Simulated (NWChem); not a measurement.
**[C2H2Cl2]+ (SMILES [CH2+][C](Cl)Cl) at 3 levels**

Wanted: a comparison of 3 runs (UHF/def2-SVP, UPBE0/def2-SVP, UPBE/6-31+G*) of [C2H2Cl2]+. 

The calculation is run with NWChem 7.3.0.

### Step 1. The structure to begin with

[C2H2Cl2]+: 6 atoms, total charge +1, spin state doublet. SMILES: `[CH2+][C](Cl)Cl`. The coordinates come from a GFN2-xTB relaxation. This is one conformer, not always the lowest.

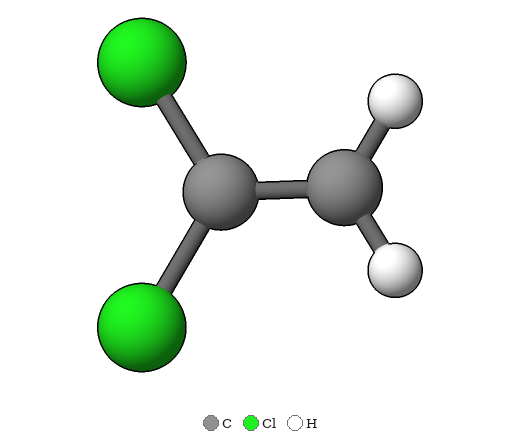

Viewed from a chosen angle; carbon grey, chlorine green, hydrogen white.

### Step 2. Energy and gradient at UHF/def2-SVP (run 1)

Contents of run.py:

```python
from ase import Atoms
from ase.calculators.nwchem import NWChem

system = Atoms(['C', 'C', 'Cl', 'Cl', 'H', 'H'], positions=[
    [0.019560, 0.788170, -0.001230],
    [-0.014450, -0.578490, 0.001010],
    [0.272620, -1.459680, 1.421360],
    [-0.344760, -1.449540, -1.416220],
    [-0.162880, 1.352790, -0.907940],
    [0.229910, 1.346750, 0.903020],
])

calc = NWChem(
    label='sp',
    theory='scf',
    memory='2200 mb',
    basis='def2-SVP',
    basispar='spherical bse',
    charge=1,
    scf={'nopen': '1', 'uhf': None, 'thresh': '1e-08', 'maxiter': '80'},
)
system.calc = calc

forces = system.get_forces()
print("Total energy (eV):", round(system.get_potential_energy(), 6))
print("forces (eV/A):")
for s, f in zip(system.symbols, forces):
    print(f"{s:2s} {f[0]:10.5f} {f[1]:10.5f} {f[2]:10.5f}")
```

Command:

```sh
$ export ASE_NWCHEM_COMMAND="nwchem PREFIX.nwi > PREFIX.nwo"
$ python run.py
```

The program printed:

```text
Total energy (eV): -27080.384806
forces (eV/A):
C     0.05281    2.20729   -0.01368
C    -0.08084   -3.32757    0.00926
Cl   -0.19525    0.69862   -0.97512
Cl    0.22919    0.69394    0.97347
H    -0.02170   -0.13560   -0.08197
H     0.01584   -0.13663    0.08809
```

The calculator wrote sp.nwi:

```
title "sp"

permanent_dir sp

scratch_dir sp

start sp

geometry units angstrom nocenter noautosym noautoz
  C  1.9560000000000001e-02 7.8817000000000004e-01 -1.2300000000000000e-03
  C  -1.4449999999999999e-02 -5.7848999999999995e-01 1.0100000000000000e-03
  Cl 2.7261999999999997e-01 -1.4596800000000001e+00 1.4213600000000000e+00
  Cl -3.4476000000000001e-01 -1.4495400000000001e+00 -1.4162200000000000e+00
  H  -1.6288000000000000e-01 1.3527899999999999e+00 -9.0793999999999997e-01
  H  2.2991000000000000e-01 1.3467499999999999e+00 9.0302000000000004e-01
end

charge 1

memory 2200 mb

basis spherical bse noprint
   * library def2-SVP
end

scf
  nopen 1
  uhf
  thresh 1e-08
  maxiter 80
end

task scf gradient
```

sp.nwo:

```text
Northwest Computational Chemistry Package (NWChem) 7.3.0
             --------------------------------------------------------

           Job information
           ---------------

    nwchem branch   = 7.3.0
    use scalapack   = T
    input           = sp.nwi
    prefix          = sp.
    data base       = sp/sp.db
    status          = startup
    nproc           =        1

           Memory information
           ------------------

    heap     =     72089596 doubles =      550.0 Mbytes
    stack    =     72089601 doubles =      550.0 Mbytes
    global   =    144179200 doubles =     1100.0 Mbytes (distinct from heap & stack)
    total    =    288358397 doubles =     2200.0 Mbytes
    verify   = yes
    hardfail = no

[... 38 lines left out ...]
            Nuclear Dipole moment (a.u.)
[... 83 lines left out ...]
 1-e energy   =   -1715.438726
[... 7 lines left out ...]
         Quadratically convergent UHF
[... 15 lines left out ...]
       Final UHF  results
[... 3 lines left out ...]
      One electron energy =  -1740.461482391346
[... 1 line left out ...]
 Nuclear repulsion energy =    190.955498339533
[... 46 lines left out ...]
          Final beta eigenvalues
[... 232 lines left out ...]
                     UHF Final Beta Molecular Orbital Analysis
[... 285 lines left out ...]
                 ----------------------------------------
                 |  Time  |  1-e(secs)   |  2-e(secs)   |
                 ----------------------------------------
                 |  CPU   |       0.00   |       0.76   |
                 ----------------------------------------
                 |  WALL  |       0.00   |       0.76   |
                 ----------------------------------------

 Task  times  cpu:        7.6s     wall:        7.6s
 Total times  cpu:        7.7s     wall:        7.7s
```

Wall time 8.7 s (1 thread of Intel Xeon 6975P-C (Granite Rapids), shared host); peak memory 0.097 GiB.

### Step 3. Energy and gradient at UPBE0/def2-SVP (run 2)

Contents of run.nw:

```
start run
title "C2H2Cl2 PBE0"
memory stack 880 mb heap 220 mb global 1100 mb
charge 1

geometry noautosym nocenter noautoz
 C        0.019560       0.788170      -0.001230
 C       -0.014450      -0.578490       0.001010
 Cl       0.272620      -1.459680       1.421360
 Cl      -0.344760      -1.449540      -1.416220
 H       -0.162880       1.352790      -0.907940
 H        0.229910       1.346750       0.903020
end

basis spherical bse
 * library def2-SVP
end

dft
 xc pbe0
 mult 2
 grid xfine
 convergence energy 1e-08
 iterations 100
 mulliken
 print medium
end

task dft gradient
```

Command:

```sh
$ nwchem run.nw > run.out
```

The program printed:

```text
[...]
          Wavefunction type:  spin polarized.
          No. of atoms     :     6
          No. of electrons :    47
[...]
          Charge           :     1
          Spin multiplicity:     2
[...]
          AO basis - number of functions:    74
[...]
              XC Information
              --------------
                         PBE0 Method XC Functional
                     Hartree-Fock (Exact) Exchange  0.250
          PerdewBurkeErnzerhof Exchange Functional  0.750
            Perdew 1991 LDA Correlation Functional  1.000 local
           PerdewBurkeErnz. Correlation Functional  1.000 non-local
[...]
 d= 0,ls=0.0,diis     1   -996.5425682355 -1.19D+03  1.37D-02  3.73D-01     2.0
[...]
 d= 0,ls=0.0,diis    12   -996.6883146732 -2.64D-09  3.68D-07  1.23D-10    24.5
[...]
         Total DFT energy =     -996.688314673168
      One electron energy =    -1741.061502515452
           Coulomb energy =      620.719664053440
    Exchange-Corr. energy =      -67.301974550689
 Nuclear repulsion energy =      190.955498339533
[...]
      Total Density - Mulliken Population Analysis
     ---------------------------------------------
    Atom       Charge   Shell Charges
 -----------   ------   -------------------------------------------------------
    1 C    6     5.79   1.99  0.95  0.25  1.99  0.59  0.02
    2 C    6     6.03   1.99  1.00  0.15  1.95  0.87  0.07
    3 Cl  17    16.76   2.00  1.99  1.31  0.65  5.93  2.14  2.70  0.04
    4 Cl  17    16.76   2.00  1.99  1.31  0.65  5.93  2.14  2.70  0.04
    5 H    1     0.83   0.71  0.10  0.03
    6 H    1     0.83   0.71  0.10  0.03
[...]
      <S2> =      0.7550 (Exact =     0.7500)
[...]
  wavefunction    = open shell
                         DFT ENERGY GRADIENTS
    atom               coordinates                        gradient
                 x          y          z           x          y          z
   1 C       0.036963   1.489425  -0.002324   -0.000617  -0.026254   0.000212
   2 C      -0.027307  -1.093188   0.001909    0.001271   0.052306  -0.000140
   3 Cl      0.515177  -2.758395   2.685981    0.002867  -0.010741   0.014367
   4 Cl     -0.651502  -2.739233  -2.676268   -0.003390  -0.010682  -0.014351
   5 H      -0.307799   2.556402  -1.715758    0.001820  -0.002344   0.008623
   6 H       0.434467   2.544988   1.706460   -0.001952  -0.002285  -0.008712
[...]
```

It took 28 s on 1 thread of Intel Xeon 6975P-C (Granite Rapids), shared host; peak memory 0.13 GiB.

### Step 4. Energy and forces at UPBE/6-31+G(d) (spherical functions) (run 3)

Contents of run.nw:

```
START run
TITLE "C2H2Cl2"
memory stack 880 mb heap 220 mb global 1100 mb
charge 1

GEOMETRY units angstroms noautosym nocenter noautoz
  C        0.019560       0.788170      -0.001230
  C       -0.014450      -0.578490       0.001010
  Cl       0.272620      -1.459680       1.421360
  Cl      -0.344760      -1.449540      -1.416220
  H       -0.162880       1.352790      -0.907940
  H        0.229910       1.346750       0.903020
END

BASIS spherical bse
  * library 6-31+G*
END

DFT
  xc xpbe96 cpbe96
  mult 2
  grid xfine
  convergence energy 1e-08
  maxiter 100
  mulliken
  noprint "final vectors analysis"
END

TASK dft gradient
```

Command:

```sh
$ nwchem run.nw > run.out
```

The program printed:

```text
[...]
          Wavefunction type:  spin polarized.
          No. of atoms     :     6
          No. of electrons :    47
[...]
          Charge           :     1
          Spin multiplicity:     2
[...]
          AO basis - number of functions:    84
[...]
              XC Information
              --------------
          PerdewBurkeErnzerhof Exchange Functional  1.000
            Perdew 1991 LDA Correlation Functional  1.000 local
           PerdewBurkeErnz. Correlation Functional  1.000 non-local
[...]
 d= 0,ls=0.0,diis     1   -996.7585317579 -1.19D+03  2.15D-02  3.84D-01     3.3
[...]
 d= 0,ls=0.0,diis    14   -996.9215633806 -3.75D-10  2.49D-07  3.00D-11    39.7
[...]
         Total DFT energy =     -996.921563380593
      One electron energy =    -1741.694909235145
           Coulomb energy =      621.075038078644
    Exchange-Corr. energy =      -67.257190563625
 Nuclear repulsion energy =      190.955498339533
[...]
      Total Density - Mulliken Population Analysis
     ---------------------------------------------
    Atom       Charge   Shell Charges
 -----------   ------   -------------------------------------------------------
    1 C    6     6.55   2.00  0.73  2.00  0.65  0.78  0.28  0.09  0.03
    2 C    6     6.04   2.00  0.71  1.93  0.58  0.94 -0.31  0.12  0.06
    3 Cl  17    16.52   2.00  2.00  5.97  1.46  3.56  0.50  1.09 -0.10  0.01  0.04
    4 Cl  17    16.52   2.00  2.00  5.97  1.46  3.56  0.50  1.09 -0.10  0.00  0.04
    5 H    1     0.68   0.51  0.18
    6 H    1     0.68   0.51  0.18
[...]
      <S2> =      0.7526 (Exact =     0.7500)
[...]
  wavefunction    = open shell
                         DFT ENERGY GRADIENTS
    atom               coordinates                        gradient
                 x          y          z           x          y          z
   1 C       0.036963   1.489425  -0.002324   -0.000695  -0.029339   0.000211
   2 C      -0.027307  -1.093188   0.001909    0.001043   0.042986  -0.000119
   3 Cl      0.515177  -2.758395   2.685981    0.000304  -0.003677   0.001780
   4 Cl     -0.651502  -2.739233  -2.676268   -0.000481  -0.003708  -0.001790
   5 H      -0.307799   2.556402  -1.715758    0.001718  -0.003161   0.008252
   6 H       0.434467   2.544988   1.706460   -0.001889  -0.003101  -0.008333
[...]
```

Run time: 45 s. Hardware: 1 thread of Intel Xeon 6975P-C (Granite Rapids), shared host; peak memory 0.13 GiB.

### Step 5. The series

| run | level | iteration cap | module | energy (Eh) | HOMO energy (eV) | LUMO energy (eV) | ⟨S²⟩ | wall time |
| --- | --- | --- | --- | --- | --- | --- | --- | --- |
| 1 | UHF/def2-SVP | 80 | scf | -995.185794 | -17.98 | -7.66 | 0.758 | 8.7 s |
| 2 | UPBE0/def2-SVP | 100 | dft | -996.688315 | -14.95 | -11.74 | 0.755 | 28 s |
| 3 | UPBE/6-31+G* (spherical functions) | 100 | dft | -996.921563 | – | – | 0.753 | 45 s |

### Step 6. What came out

```
                       quantity          value
            run 3: total energy  -996.92156 Eh
                    run 3: ⟨S²⟩          0.753
run 3: largest force on an atom     2.211 eV/Å
```

In words: Totals of different functionals can't be ranked against each other. All runs together took 82 s, the longest 45 s.
